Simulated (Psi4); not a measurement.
## BH2Cl: single-point calculation

System: BH2Cl, SMILES [H]B([H])Cl.
Method: MP2.5/def2-SVP, RHF, DKH2 (Psi4 1.11).

The geometry comes from this level: GFN2-xTB.

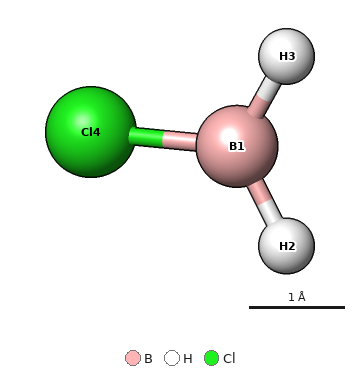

*The structure (ball-and-stick view, seen at a tilt; atoms are numbered from 1 in the order of the input).*

Bond lengths as drawn: B–Cl 1.67 Å and B–H 1.17 Å.

Key numbers

- outcome: converged
- total energy: −486.677565 hartree
- SCF energy: −486.432448 hartree
- MP2 energy: −486.665917 hartree
- correlation energy: −0.245117 hartree
- basis functions: 42
- HOMO of the SCF reference: −11.79 eV
- LUMO of the SCF reference: 2.27 eV
- hardware: 1 thread of Intel Xeon (Granite Rapids), 128 GiB of memory available, shared host
- wall time: 1.8 s
- peak memory: 0.21 GiB

Settings chosen away from the usual ones: scf_initial_accelerator set to adiis; guess set to core.

The input (input.json)
```
{
 "schema_name": "qcschema_input",
 "schema_version": 1,
 "molecule": {
  "schema_name": "qcschema_molecule",
  "schema_version": 2,
  "symbols": ["B", "H", "H", "Cl"],
  "geometry": [0.13097692, 0.21622246, -0.00077479, 2.34343047, 0.13364143, 0.02936634, -0.96778544, 2.13839519, -0.03581031, -1.50664084, -2.48827798, 0.00723765],
  "molecular_charge": 0,
  "molecular_multiplicity": 1
 },
 "driver": "energy",
 "model": {
  "method": "mp2.5",
  "basis": "def2-SVP"
 },
 "keywords": {
  "scf_type": "direct",
  "mp_type": "conv",
  "scf_initial_accelerator": "adiis",
  "guess": "core",
  "maxiter": 80,
  "relativistic": "dkh",
  "dkh_order": 2
 }
}
```

Launch command:
```bash
psi4 --qcschema input.json -n 1 --memory 1600MB
```

What the program printed
```
Psi4 1.11 release

Relativistic analytic gradients are not implemented yet, re-routing to finite differences.

   => Loading Basis Set <=

    Name: DEF2-SVP
    Role: ORBITAL
    Keyword: BASIS

         ---------------------------------------------------------
                                   SCF
                              RHF Reference
                        1 Threads,   1525 MiB Core
         ---------------------------------------------------------

  ==> Geometry <==

    Molecular point group: c1
    Full point group: C1

    Geometry (in Bohr), charge = 0, multiplicity = 1:

       Center              X                  Y                   Z               Mass
    ------------   -----------------  -----------------  -----------------  -----------------
         B            1.169801075482     1.931901104716    -0.005735180351    11.009305360000
         H            3.382254625482     1.849320074716     0.024405949649     1.007825032230
         H            0.071038715482     3.854073834716    -0.040770700351     1.007825032230
         CL          -0.467816684518    -0.772599335284     0.002277259649    34.968852682000

  Running in c1 symmetry.

  Rotational constants: A =      7.97098  B =      0.56218  C =      0.52514 [cm^-1]
  Rotational constants: A = 238963.97110  B =  16853.70685  C =  15743.35580 [MHz]
  Nuclear repulsion =   38.958045599719050

  Charge       = 0
  Multiplicity = 1
  Electrons    = 24
  Nalpha       = 12
  Nbeta        = 12

  ==> Algorithm <==

  SCF Algorithm Type is DIRECT.
  DIIS enabled.
  MOM disabled.
  Fractional occupation disabled.
  Guess Type is CORE.
  Energy threshold   = 1.00e-08
  Density threshold  = 1.00e-08
  Integral threshold = 1.00e-12

  ==> Primary Basis <==

  Basis Set: DEF2-SVP
    Blend: DEF2-SVP
    Number of shells: 20
    Number of basis functions: 42
    Number of Cartesian functions: 44
    Spherical Harmonics?: true
    Max angular momentum: 2

   => Loading Basis Set <=

    Name: (DEF2-SVP AUX)
    Role: JKFIT
    Keyword: DF_BASIS_SCF

   => Loading Basis Set <=

    Name: (DEF2-SVP AUX)
    Role: DECON
    Keyword: BASIS_RELATIVISTIC

  Starting with a DF guess...

  ==> Integral Setup <==

  DFHelper Memory: AOs need 0.004 GiB; user supplied 1.118 GiB.
  SCF_SUBTYPE=INCORE selected. In-core MEM_DF algorithm will be used.
  Using in-core AOs.

  ==> MemDFJK: Density-Fitted J/K Matrices <==

    J tasked:                   Yes
    K tasked:                   Yes
    wK tasked:                   No
    Memory [MiB]:              1144
    Algorithm:                 Core
    Schwarz Cutoff:           1E-12
    Mask sparsity (%):       0.0000
    Fitting Condition:        1E-10

   => Auxiliary Basis Set <=

  Basis Set: (DEF2-SVP AUX)
    Blend: DEF2-UNIVERSAL-JKFIT
    Number of shells: 75
    Number of basis functions: 239
    Number of Cartesian functions: 284
    Spherical Harmonics?: true
    Max angular momentum: 4

    Computing 2-order Douglas-Kroll-Hess integrals.
    Adding Douglas-Kroll-Hess corrections to the potential integrals.
  Minimum eigenvalue in the overlap matrix is 1.7590928235E-02.
  Reciprocal condition number of the overlap matrix is 4.2965713137E-03.
    Using symmetric orthogonalization.

  ==> Pre-Iterations <==

  SCF Guess: Core (One-Electron) Hamiltonian.

   -------------------------------------------------------
    Irrep   Nso     Nmo     Nalpha   Nbeta   Ndocc  Nsocc
   -------------------------------------------------------
     A         42      42      12      12      12       0
   -------------------------------------------------------
    Total      42      42      12      12      12       0
   -------------------------------------------------------

  ==> Iterations <==

                           Total Energy        Delta E     RMS |[F,P]|

   @DF-RHF iter   1:  -468.40818629695838   -4.68408e+02   6.59942e-02 DIIS/ADIIS
   @DF-RHF iter   2:  -468.67186861350615   -2.63682e-01   7.14502e-02 DIIS/ADIIS
   @DF-RHF iter   3:  -486.29091829119784   -1.76190e+01   1.01396e-02 DIIS/ADIIS
   @DF-RHF iter   4:  -486.42141062876232   -1.30492e-01   2.61577e-03 DIIS/ADIIS
   @DF-RHF iter   5:  -486.43144143961632   -1.00308e-02   7.87559e-04 DIIS/ADIIS
   @DF-RHF iter   6:  -486.43241198566841   -9.70546e-04   9.55260e-05 DIIS
   @DF-RHF iter   7:  -486.43242601901949   -1.40334e-05   2.74035e-05 DIIS
   @DF-RHF iter   8:  -486.43242737629942   -1.35728e-06   1.06024e-05 DIIS
   @DF-RHF iter   9:  -486.43242755979099   -1.83492e-07   1.89527e-06 DIIS
   @DF-RHF iter  10:  -486.43242757209077   -1.22998e-08   4.80920e-07 DIIS
   @DF-RHF iter  11:  -486.43242757288027   -7.89498e-10   1.11995e-07 DIIS
   @DF-RHF iter  12:  -486.43242757290898   -2.87059e-11   1.13187e-08 DIIS
   @DF-RHF iter  13:  -486.43242757290818    7.95808e-13   1.95925e-09 DIIS

  DF guess converged.

  ==> DirectJK: Integral-Direct J/K Matrices <==

    J tasked:                  Yes
    K tasked:                  Yes
    wK tasked:                  No
    Integrals threads:           1
    Screening Type:           CSAM
    Screening Cutoff:        1E-12
    Incremental Fock:           No

   @RHF iter  14:  -486.43244817761382   -4.86432e+02   1.90897e-06 DIIS
   @RHF iter  15:  -486.43244818075055   -3.13673e-09   3.83577e-07 DIIS
   @RHF iter  16:  -486.43244818090875   -1.58195e-10   1.14308e-07 DIIS
   @RHF iter  17:  -486.43244818092506   -1.63141e-11   2.22341e-08 DIIS
   @RHF iter  18:  -486.43244818092523   -1.70530e-13   6.90103e-09 DIIS
  Energy and wave function converged.

  ==> Post-Iterations <==

    Orbital Energies [Eh]
    ---------------------

    Doubly Occupied:

       1A   -105.188570     2A    -10.643794     3A     -8.058716
       4A     -8.056557     5A     -8.055675     6A     -7.660520
       7A     -1.133203     8A     -0.702430     9A     -0.570429
      10A     -0.551326    11A     -0.493462    12A     -0.433128

    Virtual:

      13A      0.083416    14A      0.236754    15A      0.261874
      16A      0.317422    17A      0.324285    18A      0.393403
      19A      0.455672    20A      0.477167    21A      0.766807
      22A      0.813427    23A      0.876409    24A      0.903457
      25A      0.990038    26A      1.015467    27A      1.017903
      28A      1.124509    29A      1.160026    30A      1.170370
      31A      1.305327    32A      1.505053    33A      1.553713
      34A      1.594325    35A      1.613299    36A      1.842503
      37A      2.008520    38A      2.143864    39A      2.174555
      40A      2.431446    41A      2.908256    42A      2.951153

    Final Occupation by Irrep:
              A
    DOCC [    12 ]
    NA   [    12 ]
    NB   [    12 ]

  @RHF Final Energy:  -486.43244818092523

   => Energetics <=

    Nuclear Repulsion Energy =             38.9580455997190498
    One-Electron Energy =                -747.6853685027355141
    Two-Electron Energy =                 222.2948747220912082
    Total Energy =                       -486.4324481809252347

Computation Completed

Properties will be evaluated at   0.000000,   0.000000,   0.000000 [a0]

Properties computed using the SCF density matrix

 Multipole Moments:

 ------------------------------------------------------------------------------------
     Multipole            Electronic (a.u.)      Nuclear  (a.u.)        Total (a.u.)
 ------------------------------------------------------------------------------------

 L = 1.  Multiply by 2.5417464519 to convert [e a0] to [Debye]
 Dipole X            :         -1.2467913            1.3494151            0.1026238
 Dipole Y            :         -2.0593152            2.2287107            0.1693955
 Dipole Z            :          0.0057330           -0.0063272           -0.0005942
 Magnitude           :                                                    0.1980577

 ------------------------------------------------------------------------------------

	total time  =          1 seconds =       0.02 minutes
   => Loading Basis Set <=

    Name: (DEF2-SVP AUX)
    Role: DECON
    Keyword: BASIS_RELATIVISTIC

 MINTS: Wrapper to libmints.

   Calculation information:
      Number of threads:                 1
      Number of atoms:                   4
      Number of AO shells:              20
      Number of SO shells:              20
      Number of primitives:             40
      Number of atomic orbitals:        44
      Number of basis functions:        42

      Number of irreps:                  1
      Integral cutoff                 1.00e-12
      Number of functions per irrep: [  42 ]

 OEINTS: Overlap, kinetic, potential, dipole, and quadrupole integrals
         stored in file 35.

      Computing two-electron integrals...done
      Computed 388173 non-zero two-electron integrals.
        Stored in file 33.

  Module OCC Options:
  ----------------------------------------------------------------------------
  ACTIVE                        => (empty)
  BASIS_RELATIVISTIC            => (empty)
  BENCH                         => (empty)
  CACHELEVEL                    => (empty)
  CCL_ENERGY                    => (empty)
  CC_MAXITER                    => (empty)
  CC_TYPE                       => (empty)
  CEPA_OS_SCALE                 => (empty)
  CEPA_SOS_SCALE                => (empty)
  CEPA_SS_SCALE                 => (empty)
  CEPA_TYPE                     => (empty)
  CI_TYPE                       => (empty)
  CUBEPROP_BASIS_FUNCTIONS      => (empty)
  CUBEPROP_FILEPATH             => (empty)
  CUBEPROP_ISOCONTOUR_THRESHOLD => (empty)
  CUBEPROP_ORBITALS             => (empty)
  CUBEPROP_TASKS                => (empty)
  CUBIC_BASIS_TOLERANCE         => (empty)
  CUBIC_BLOCK_MAX_POINTS        => (empty)
  CUBIC_GRID_OVERAGE            => (empty)
  CUBIC_GRID_SPACING            => (empty)
  CUTOFF                        => (empty)
  DDX                           => (empty)
  DEBUG                         => (empty)
  DERTYPE                       => (empty)
  DF_BASIS_CC                   => (empty)
  DIE_IF_NOT_CONVERGED          => (empty)
  DIIS_MAX_VECS                 => (empty)
  DIIS_MIN_VECS                 => (empty)
  DKH_ORDER                     => 2               !
  DOCC                          => (empty)
  DO_DIIS                       => (empty)
  DO_LEVEL_SHIFT                => (empty)
  DO_SCS                        => (empty)
  DO_SOS                        => (empty)
  E3_SCALE                      => (empty)
  EA_POLES                      => (empty)
  EKT_EA                        => (empty)
  EKT_IP                        => (empty)
  EP_EA_POLES                   => (empty)
  EP_IP_POLES                   => (empty)
  EP_MAXITER                    => (empty)
  EXTERNAL_POTENTIAL_SYMMETRY   => (empty)
  E_CONVERGENCE                 => 1e-06           !
  FREEZE_CORE                   => (empty)
  FREEZE_CORE_POLICY            => (empty)
  FROZEN_DOCC                   => (empty)
  FROZEN_UOCC                   => (empty)
  INTEGRAL_PACKAGE              => (empty)
  IP_POLES                      => (empty)
  LEVEL_SHIFT                   => (empty)
  LITERAL_CFOUR                 => (empty)
  LS_THC_BASIS_TOLERANCE        => (empty)
  LS_THC_DF                     => (empty)
  LS_THC_PRUNING_SCHEME         => (empty)
  LS_THC_RADIAL_POINTS          => (empty)
  LS_THC_SPHERICAL_POINTS       => (empty)
  LS_THC_S_EPSILON              => (empty)
  LS_THC_WEIGHTS_TOLERANCE      => (empty)
  MAT_NUM_COLUMN_PRINT          => (empty)
  MAX_MOGRAD_CONVERGENCE        => (empty)
  MAX_RADIAL_MOMENT             => (empty)
  MBIS_D_CONVERGENCE            => (empty)
  MBIS_MAXITER                  => (empty)
  MBIS_PRUNING_SCHEME           => (empty)
  MBIS_RADIAL_POINTS            => (empty)
  MBIS_SPHERICAL_POINTS         => (empty)
  MOGRAD_DAMPING                => (empty)
  MOLDEN_WITH_VIRTUAL           => (empty)
  MO_MAXITER                    => (empty)
  MO_READ                       => (empty)
  MO_STEP_MAX                   => (empty)
  MO_WRITE                      => (empty)
  MP2_OS_SCALE                  => (empty)
  MP2_SOS_SCALE                 => (empty)
  MP2_SOS_SCALE2                => (empty)
  MP2_SS_SCALE                  => (empty)
  MP2_TYPE                      => (empty)
  MP_TYPE                       => CONV            !
  NAT_ORBS                      => (empty)
  NUM_FROZEN_DOCC               => (empty)
  NUM_FROZEN_UOCC               => (empty)
  NUM_GPUS                      => (empty)
  OCC_ORBS_PRINT                => (empty)
  OEPROP                        => (empty)
  OPT_METHOD                    => (empty)
  ORBITAL_OPTIMIZER_PACKAGE     => (empty)
  ORB_OPT                       => FALSE           !
  ORB_RESP_SOLVER               => (empty)
  ORTH_TYPE                     => (empty)
  OS_SCALE                      => (empty)
  PARENT_SYMMETRY               => (empty)
  PCG_BETA_TYPE                 => (empty)
  PCG_CONVERGENCE               => (empty)
  PCG_MAXITER                   => (empty)
  PCM                           => (empty)
  PE                            => (empty)
  PRINT                         => (empty)
  PRINT_NOONS                   => (empty)
  PROPERTIES                    => (empty)
  PROPERTIES_ORIGIN             => (empty)
  PUREAM                        => (empty)
  QC_MODULE                     => (empty)
  RAS1                          => (empty)
  RAS2                          => (empty)
  RAS3                          => (empty)
  RAS4                          => (empty)
  RELATIVISTIC                  => DKH             !
  RELAXED                       => (empty)
  REMP_A                        => (empty)
  RESTRICTED_DOCC               => (empty)
  RESTRICTED_UOCC               => (empty)
  RMS_MOGRAD_CONVERGENCE        => (empty)
  R_CONVERGENCE                 => (empty)
  SCF_TYPE                      => DIRECT          !
  SCREENING                     => (empty)
  SCS_TYPE                      => (empty)
  SOCC                          => (empty)
  SOS_TYPE                      => (empty)
  SPIN_SCALE_TYPE               => NONE            !
  SS_SCALE                      => (empty)
  SYMMETRIZE                    => (empty)
  TPDM_ABCD_TYPE                => (empty)
  WFN                           => (empty)
  WFN_TYPE                      => OMP2.5          !
  WRITER_FILE_LABEL             => (empty)
  ZORA_BASIS_TOLERANCE          => (empty)
  ZORA_NR_DEBUG                 => (empty)
  ZORA_PRUNING_SCHEME           => (empty)
  ZORA_RADIAL_POINTS            => (empty)
  ZORA_SPHERICAL_POINTS         => (empty)

 ==============================================================================
 ==============================================================================
 ==============================================================================

                             MP2.5

 ==============================================================================
 ==============================================================================
 ==============================================================================

	MO spaces per irreps...

	IRREP   FC    OCC   VIR  FV
	==============================
	   A     0    12    30    0
	==============================

	Computing MP2 energy using SCF MOs (Canonical MP2)...
	==============================================================================
	Nuclear Repulsion Energy (a.u.)    :    38.95804559971905
	SCF Energy (a.u.)                  :  -486.43244818092523
	REF Energy (a.u.)                  :  -486.43244818092523
	Alpha-Alpha Contribution (a.u.)    :    -0.02697399807525
	Alpha-Beta Contribution (a.u.)     :    -0.17952064951494
	Beta-Beta Contribution (a.u.)      :    -0.02697399807525
	Scaled_SS Correlation Energy (a.u.):    -0.01798266538350
	Scaled_OS Correlation Energy (a.u.):    -0.21542477941792
	SCS-MP2 Total Energy (a.u.)        :  -486.66585562572658
	SOS-MP2 Total Energy (a.u.)        :  -486.66582502529462
	SCSN-MP2 Total Energy (a.u.)       :  -486.52739665415015
	SCS-MP2-VDW Total Energy (a.u.)    :  -486.68920861037964
	SOS-PI-MP2 Total Energy (a.u.)     :  -486.68377709024617
	MP2 Correlation Energy (a.u.)      :    -0.23346864566543
	MP2 Total Energy (a.u.)            :  -486.66591682659066
	==============================================================================

	Computing MP2.5 energy using SCF MOs (Canonical MP2.5)...
	==============================================================================
	Nuclear Repulsion Energy (a.u.)    :    38.95804559971905
	SCF Energy (a.u.)                  :  -486.43244818092523
	REF Energy (a.u.)                  :  -486.43244818092523
	Alpha-Alpha Contribution (a.u.)    :    -0.02697464553636
	Alpha-Beta Contribution (a.u.)     :    -0.19116766848305
	Beta-Beta Contribution (a.u.)      :    -0.02697464553636
	0.5 Energy Correction (a.u.)       :    -0.01164831389036
	MP2.5 Correlation Energy (a.u.)    :    -0.24511695955576
	MP2.5 Total Energy (a.u.)          :  -486.67756514048102
	==============================================================================

	total time  =          0 seconds =       0.00 minutes

    Psi4 run time: 0:00:00.93
```

File result.json
```
{
 "driver": "energy",
 "model": {
  "method": "mp2.5",
  "basis": "def2-SVP"
 },
 "success": true,
 "return_result": -486.677565140481,
 "properties": {
  "calcinfo_nbasis": 42,
  "calcinfo_nmo": 42,
  "calcinfo_nalpha": 12,
  "calcinfo_nbeta": 12,
  "calcinfo_natom": 4,
  "nuclear_repulsion_energy": 38.95804559971905,
  "return_energy": -486.677565140481,
  "scf_one_electron_energy": -747.6853685027355,
  "scf_two_electron_energy": 222.2948747220912,
  "scf_dipole_moment": [0.10262380138628924, 0.16939551670481467, -0.0005942430977136301],
  "scf_total_energy": -486.43244818092523,
  "scf_iterations": 18,
  "mp2_same_spin_correlation_energy": -0.05394799615049404,
  "mp2_opposite_spin_correlation_energy": -0.17952064951493538,
  "mp2_singles_energy": 0.0,
  "mp2_doubles_energy": -0.23346864566542944,
  "mp2_correlation_energy": -0.23346864566542536,
  "mp2_total_energy": -486.66591682659066
 }
}
```

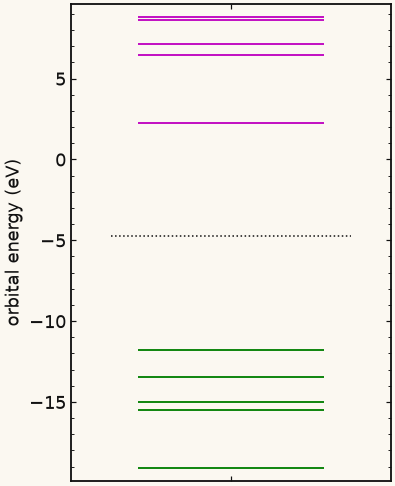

*Orbital energies near the frontier (SCF reference); the dotted line parts filled from empty levels, and levels within 0.02 eV of each other stand side by side.*

Highest filled −11.79 eV, lowest empty 2.27 eV, 14.06 eV apart.
